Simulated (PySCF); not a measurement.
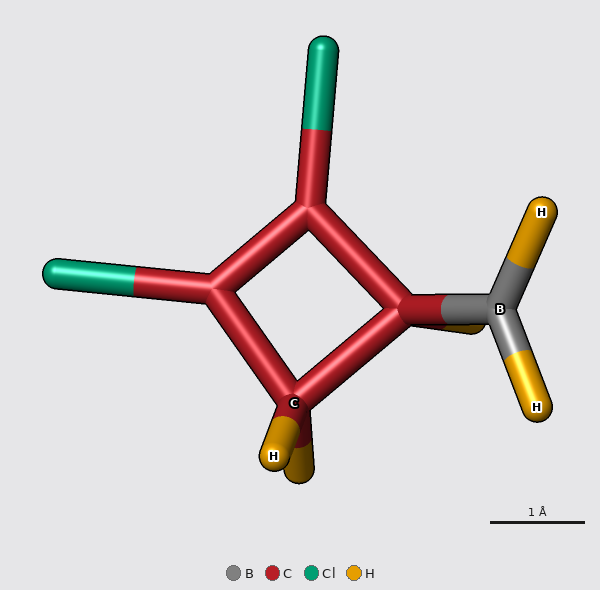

The structure (stick view, seen at a tilt). Bond lengths as drawn: B–C 1.56 Å, B–H 1.21 Å, C–C 1.34 to 1.57 Å, C–Cl 1.70 Å and C–H 1.10 to 1.12 Å.

## NMR shielding calculation, with input and output: C4H5BCl2

The run: NMR shielding calculation of C4H5BCl2. Method and program: GIAO PBE0/cc-pVDZ NMR shielding, non-relativistic, gas phase (PySCF 2.14.0).

The geometry comes from this level: PBE0-D3(BJ)/def2-SVP. Figures and captions count atoms from 1; the log counts them from 0 in places.

### The input
```
{"job": {"kind": "nmr", "xc": "PBE0", "basis": "cc-pVDZ", "pop": true}, "charge": 0, "multiplicity": 1}
B     -1.856615    -0.292185    -0.143684
C     -0.370716    -0.334904     0.317543
C      0.827894    -0.605572    -0.653094
C      1.427318     0.652325    -0.083290
Cl     2.880318     1.464875    -0.434920
C      0.402903     0.884899     0.752282
Cl     0.030783     2.106238     1.874575
H     -2.635286     0.479868     0.364143
H     -2.258082    -1.099212    -0.950292
H     -0.421439    -1.104494     1.125838
H      1.391352    -1.531195    -0.457491
H      0.570504    -0.551966    -1.722710
```

The first line tells a small driver script what to run in PySCF; the rest is the geometry in Å.

Machine: 1 CPU thread, shared host.

Command:
```bash
OMP_NUM_THREADS=1 python <driver script> task.json out
```

### The program's output
```
coarse grid: 11784 points
cycle   1  E = -1100.0561333843  dE =  1.023e+00  |g| = 2.783e-01  |ddm| = 6.515e+00
cycle   2  E = -1100.0591327455  dE = -2.999e-03  |g| = 2.775e-01  |ddm| = 1.181e+00
cycle   3  E = -1100.0777285000  dE = -1.860e-02  |g| = 5.615e-02  |ddm| = 5.291e-01
cycle   4  E = -1100.0784584381  dE = -7.299e-04  |g| = 2.046e-02  |ddm| = 1.213e-01
cycle   5  E = -1100.0785579227  dE = -9.948e-05  |g| = 6.927e-03  |ddm| = 4.305e-02
cycle   6  E = -1100.0785709451  dE = -1.302e-05  |g| = 1.208e-03  |ddm| = 1.474e-02
cycle   7  E = -1100.0785713285  dE = -3.834e-07  |g| = 3.866e-04  |ddm| = 2.827e-03
final grid: 106392 points
cycle   8  E = -1100.1047612681  dE = -1.884e-05  |g| = 6.605e-03  |ddm| = 5.559e-02
cycle   9  E = -1100.1047493639  dE =  1.190e-05  |g| = 9.463e-03  |ddm| = 2.799e-02
cycle  10  E = -1100.1047734145  dE = -2.405e-05  |g| = 9.757e-04  |ddm| = 1.638e-02
cycle  11  E = -1100.1047736522  dE = -2.377e-07  |g| = 2.655e-04  |ddm| = 2.248e-03
cycle  12  E = -1100.1047736683  dE = -1.606e-08  |g| = 8.433e-05  |ddm| = 4.957e-04
cycle  13  E = -1100.1047736698  dE = -1.552e-09  |g| = 3.599e-05  |ddm| = 1.668e-04
cycle  14  E = -1100.1047736701  dE = -3.306e-10  |g| = 6.658e-06  |ddm| = 6.086e-05
```

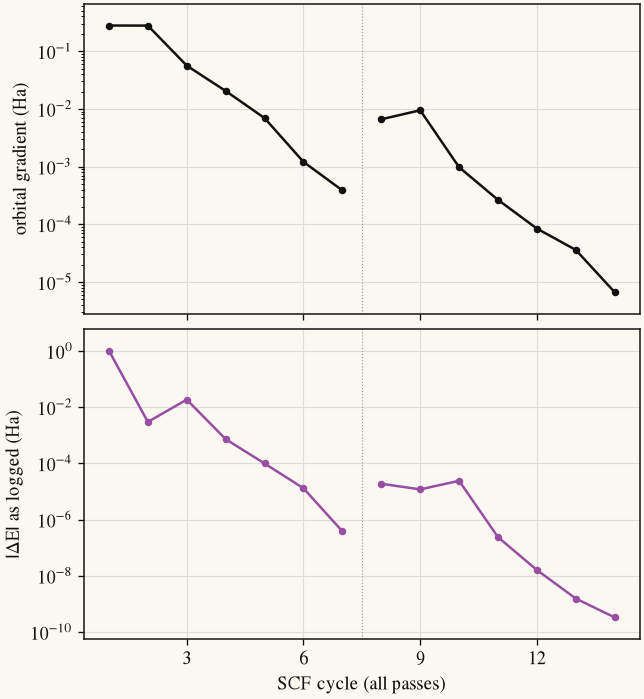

Convergence of the self-consistent field: orbital gradient and size of the energy change against the SCF cycle. The dotted line marks the change from a coarse to the final integration grid. The first 7 cycles use a coarse grid, the final grid takes over at cycle 8, and the field converges after 14 cycles in all.

```
converged SCF energy = -1100.1047736701

GIAO shielding tensors (ppm)
atom      isotropic    diamagn.    paramagn.     s11        s22        s33       span
  0 B       34.229     198.154    -163.925    -27.226     -7.144    137.058    164.284
  1 C      142.866     242.292     -99.426    125.793    147.147    155.658     29.865
  2 C      157.977     249.145     -91.168    144.424    151.693    177.814     33.390
  3 C       67.863     251.615    -183.751    -11.120     96.879    117.831    128.952
  4 Cl     775.087    1146.600    -371.512    553.481    788.928    982.853    429.372
  5 C       63.602     250.150    -186.548    -18.529     97.971    111.364    129.893
  6 Cl     773.490    1147.384    -373.894    549.538    795.489    975.442    425.903
  7 H       23.544      29.318      -5.773     16.827     26.029     27.778     10.951
  8 H       23.577      29.364      -5.788     17.492     25.991     27.248      9.756
  9 H       28.753      27.914       0.839     24.892     28.019     33.350      8.458
 10 H       28.478      28.549      -0.071     25.819     26.160     33.457      7.638
 11 H       28.567      29.627      -1.060     25.495     26.565     33.641      8.146
```

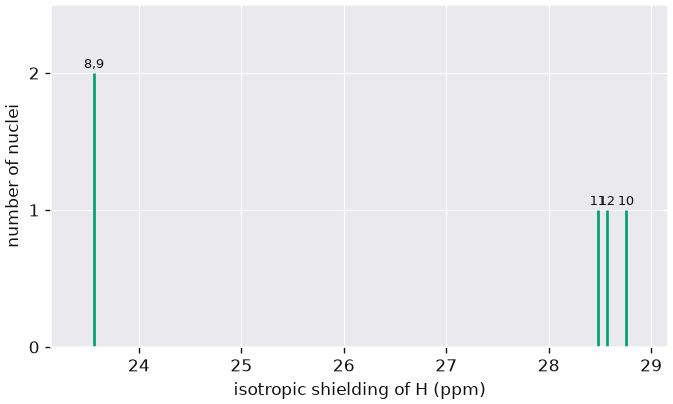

Isotropic shieldings of the hydrogen nuclei in this fixed geometry, labelled by atom number; shielding grows to the right, so chemical shift grows to the left. The least shielded is H8 (23.5 ppm), the most shielded H10 (28.8 ppm).

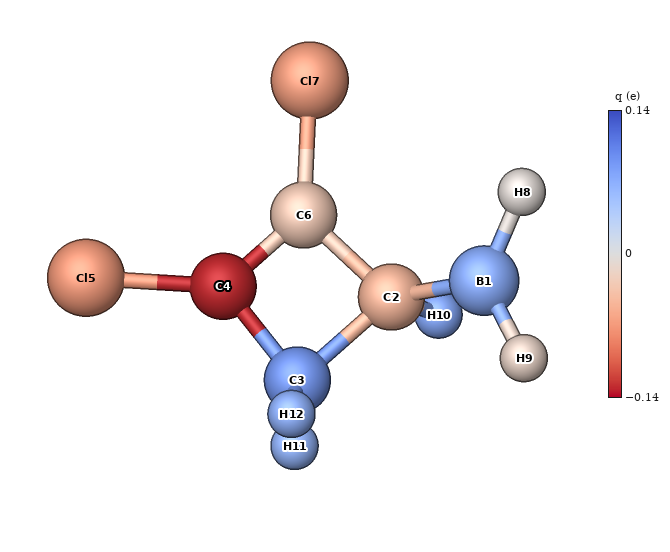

Mulliken charges, as the colour of each atom (ball-and-stick view, seen at a tilt; atoms are numbered from 1 in the order of the input; Mulliken charges depend strongly on the basis). By element: B +0.07, C −0.13 to +0.08, Cl −0.07 to −0.06 and H −0.01 to +0.07 e.

### Results in brief

- outcome: converged
- total energy: −1100.104774 hartree
- HOMO: −6.81 eV
- LUMO: −1.66 eV
- dipole moment: 1.90 D
- isotropic shielding, B: 34.2 ppm
- isotropic shielding, C: 63.6 to 158.0 ppm
- isotropic shielding, Cl: 773.5 to 775.1 ppm
- isotropic shielding, H: 23.5 to 28.8 ppm
- wall time: 17 s
- peak memory: 0.72 GiB
